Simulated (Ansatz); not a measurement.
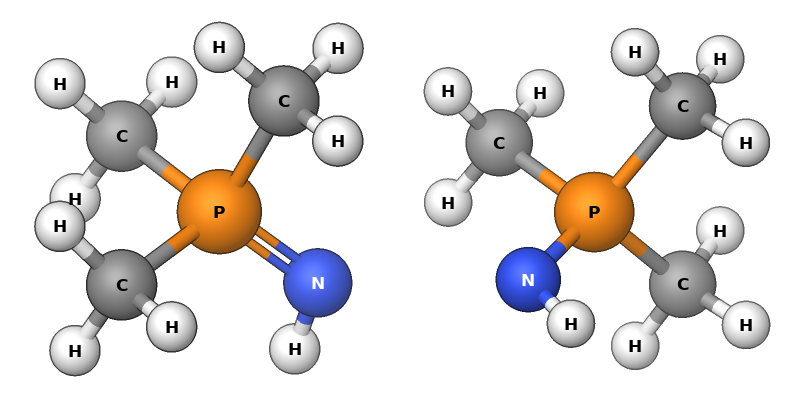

Both panels show the same species.

> What is the molecular formula?

C₃H₁₀NP, 15 atoms: 3 carbon, 10 hydrogen, 1 nitrogen and 1 phosphorus.

> Write the SMILES.

CP(C)(C)=N

More results for the same structure follow; atom numbers are the same in all pictures, views and colours differ. Computed geometry: PBE0-D4/def2-TZVP optimisation.

Shape

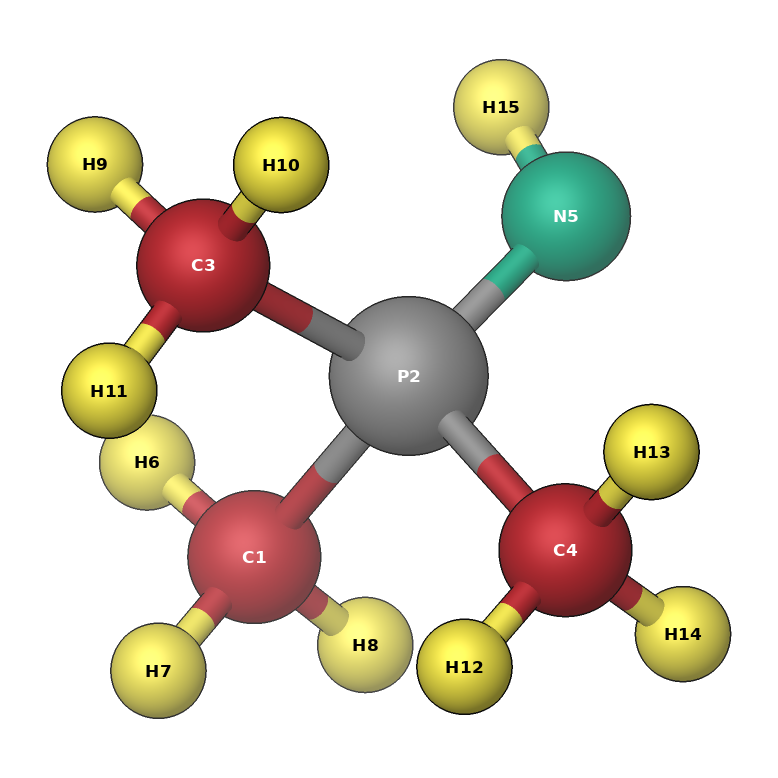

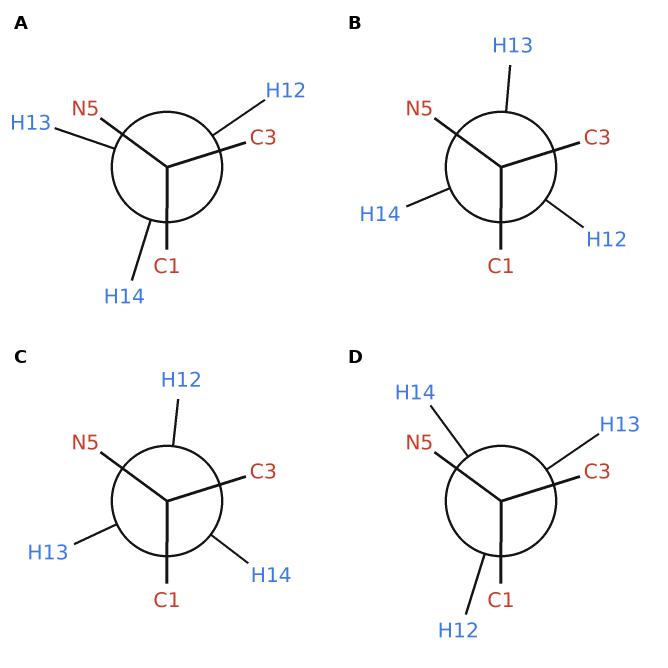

Depth is shown by fading: the farther an atom, the more it takes the colour of the background. Bonds that would overlap in a projection are set slightly apart.

> Which Newman projection shows the view along P2–C4, with P2 in front?

B. The torsion angle N5–P2–C4–H12 is 180°, antiperiplanar (anti).

Electronic properties

Method: RKS revPBE-D4/def2-TZVPP (Ansatz 0.2.0).

> Estimate the HOMO energy (Kohn–Sham orbital).

−4.71 eV.

> Give the dispersion correction at this level.

−105.2 kJ/mol.

> Estimate the HOMO–LUMO gap.

4.77 eV.

Charges

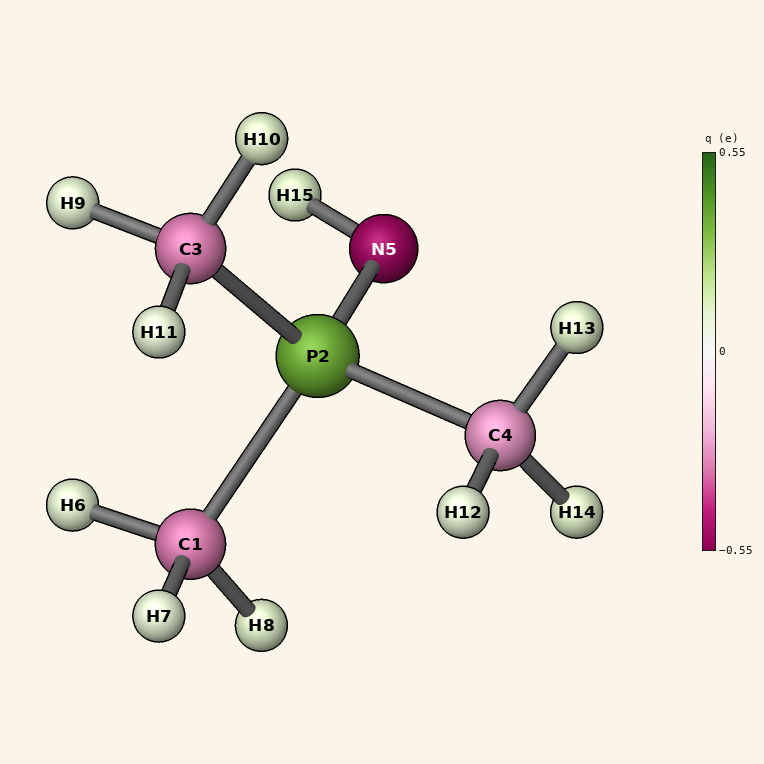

Atoms are coloured by their Mulliken charges. Method: RKS PBE-D4/def2-TZVPP (Ansatz 0.2.0).

Give the Mulliken charges atom by atom.

```tsv
atom	value (e)
C1	−0.31
P2	0.36
C3	−0.31
C4	−0.27
N5	−0.52
H6	0.10
H7	0.09
H8	0.11
H9	0.10
H10	0.11
H11	0.09
H12	0.09
H13	0.12
H14	0.11
H15	0.12
```

Thermal motion

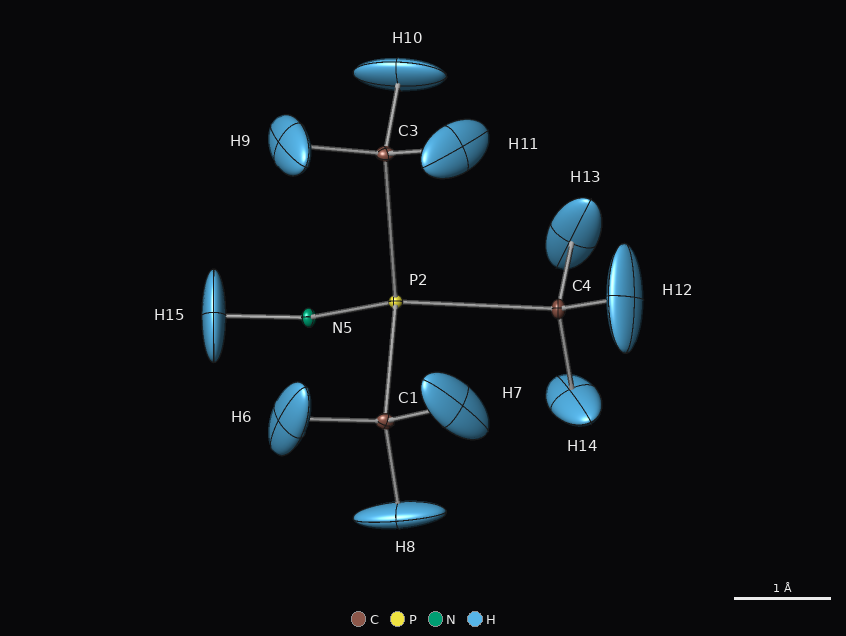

Displacement ellipsoids at the 50 % level, from the internal vibrations of the free molecule (harmonic, no overall translation or rotation; no half-axis is drawn under 0.075 Å). Vibrations computed with RKS PBE0-D4/def2-TZVP (Ansatz 0.2.0). Temperature: 400 K.

> Which atom has the largest mean-square displacement?

H13, H14, with U_eq = 0.0592 Å².

> Does H12 move more along its bond or across it?

Across it: the root-mean-square amplitude is 0.088 Å along the bond and up to 0.375 Å across, since bending and torsion are softer than stretching.

List U_eq and the three principal root-mean-square amplitudes for each kind of atom.

```json
{"atom": "C1, C3", "U_eq (Å²)": "0.0035", "rms amplitudes (Å)": "0.049, 0.061, 0.066"}
{"atom": "P2", "U_eq (Å²)": "0.0010", "rms amplitudes (Å)": "0.031, 0.032, 0.033"}
{"atom": "C4", "U_eq (Å²)": "0.0034", "rms amplitudes (Å)": "0.046, 0.059, 0.067"}
{"atom": "N5", "U_eq (Å²)": "0.0031", "rms amplitudes (Å)": "0.042, 0.057, 0.066"}
{"atom": "H6, H9", "U_eq (Å²)": "0.0489", "rms amplitudes (Å)": "0.091, 0.173, 0.330"}
{"atom": "H7, H11", "U_eq (Å²)": "0.0477", "rms amplitudes (Å)": "0.087, 0.173, 0.325"}
{"atom": "H8, H10", "U_eq (Å²)": "0.0467", "rms amplitudes (Å)": "0.089, 0.171, 0.321"}
{"atom": "H12", "U_eq (Å²)": "0.0588", "rms amplitudes (Å)": "0.085, 0.170, 0.375"}
{"atom": "H13, H14", "U_eq (Å²)": "0.0592", "rms amplitudes (Å)": "0.090, 0.171, 0.375"}
{"atom": "H15", "U_eq (Å²)": "0.0460", "rms amplitudes (Å)": "0.081, 0.173, 0.319"}
```

Mulliken values depend strongly on the basis set and can even reverse the polarity of a bond.
